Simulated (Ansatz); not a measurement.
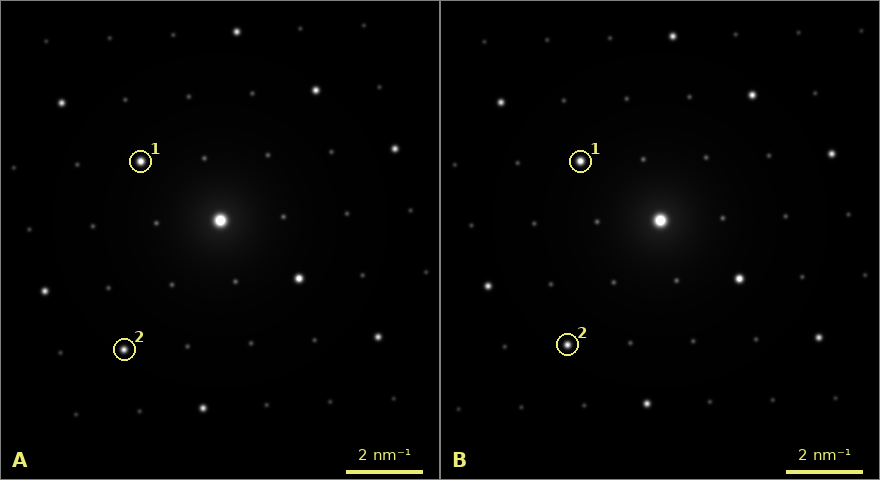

Kinematic electron diffraction patterns (120 kV, B = 0.5 Å², same scale) along [001] of the run's own cell, for the start and the end of one relaxation of Cs3Sc with DFT PBE, scalar-relativistic, plane waves, PAW (Ansatz). k mesh 10×10×10. The start is a generated model structure, and the relaxation ends in the nearest stationary point of its symmetry, not necessarily the ground state. Spot 1 is -1 -1 0 and spot 2 is 2 -2 0 in both.

Start structure:

```yaml
crystal:
  lattice:
    - [-3.30794, 3.30794, 6.69678]
    - [3.30794, -3.30794, 6.69678]
    - [3.30794, 3.30794, -6.69678]
  atoms:
    - { symbol: Cs, position: [0.50000, 0.50000, 0.00000] }
    - { symbol: Cs, position: [0.25000, 0.75000, 0.50000] }
    - { symbol: Cs, position: [0.75000, 0.25000, 0.50000] }
    - { symbol: Sc, position: [0.00000, 0.00000, 0.00000] }
```

Q: Which pattern belongs to the start structure, and which to the relaxed one?

A: A is the start: its cell gives d(1) = 3.835 Å, d(2) = 2.339 Å and an angle of 90.0°. B is the relaxed structure, with d(1) = 3.817 Å (-0.5 %), d(2) = 2.429 Å (+3.8 %) and 90.0°.

Q: Summarise the relaxation behind the change.

A: The volume changed by -0.6 % to 72.82 Å³ an atom; the fractional coordinates hardly changed; the space group stayed I4/mmm (No. 139); the free energy fell by 2.5 meV an atom. Relaxed cell: a = 7.854 Å, b = 7.854 Å, c = 7.854 Å, α = 128.13°, β = 128.13°, γ = 76.42°.
